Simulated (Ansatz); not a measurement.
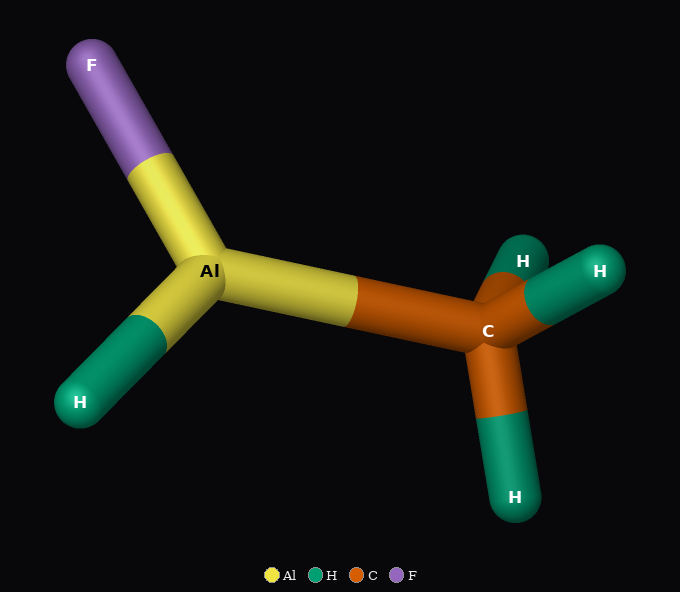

Computed geometry: PBE0-D4/def2-TZVP optimisation. Level of theory: RKS r2SCAN0-D4/def2-TZVPP (Ansatz 0.2.0).

Computed properties:

The species is CH4AlF.
- dispersion correction: −2.2 kJ/mol
